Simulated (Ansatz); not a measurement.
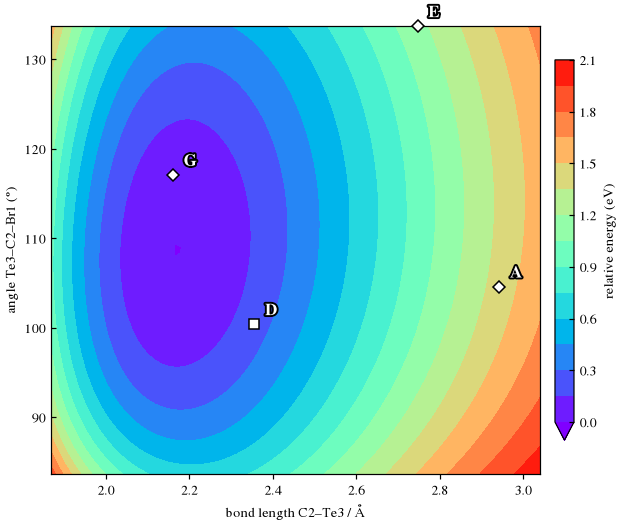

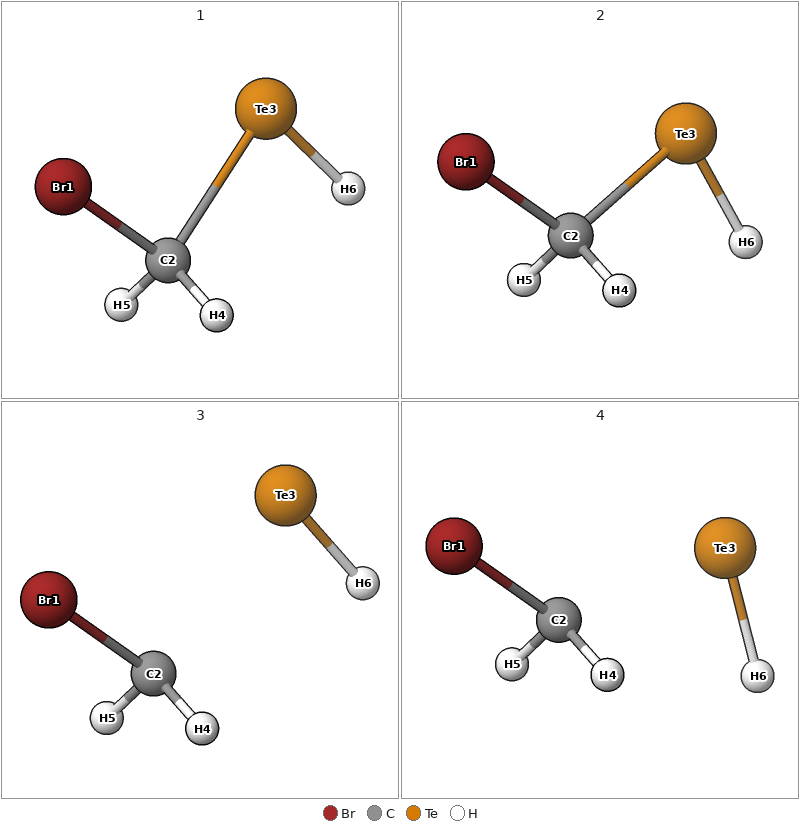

CH3BrTe, SMILES BrC[TeH]. First axis: bond length C2–Te3. Second axis: angle Te3–C2–Br1. Nothing is relaxed (all other coordinates rigid). Grid: 13 × 13 points. Points are written as (first, second). All energies are given in eV relative to the lowest grid point. All numbers below come from RKS PBE-D4/def2-TZVP in Ansatz.

The picture shows filled contours, lettered points. Between grid points the surface is interpolated. The numbered pictures are the structures at these points, in random order.

> Which structure belongs to which point?

A is structure 3: (2.943 Å, 104.6°), 1.41 eV; D is structure 1: (2.356 Å, 100.4°), 0.23 eV; E is structure 4: (2.747 Å, 133.7°), 1.15 eV; G is structure 2: (2.161 Å, 117.1°), 0.05 eV.
